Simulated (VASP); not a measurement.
Band structure of MoSe (relaxed from the rock salt structure, space group Fm-3m). Computed with PBE GGA, VASP's PBE PAW potentials (set 64) (plane waves; VASP).

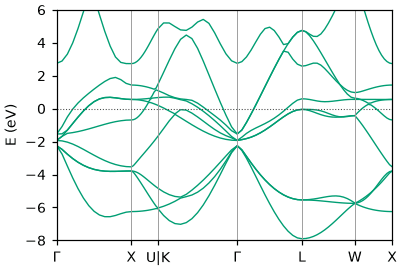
Figure: Bands along high-symmetry lines, zero at the valence-band maximum or, without a gap, the Fermi level

Problem. Read the plot: is there a gap, and where are the band edges?

Solution. It has no gap at this level: it comes out as a metal or semimetal. (Edges off the drawn lines would not show.)

The structure was generated: MoSe was put into the rock salt type (Fm-3m), which need not be its known phase. It was relaxed first, which changed the volume by -31 %.
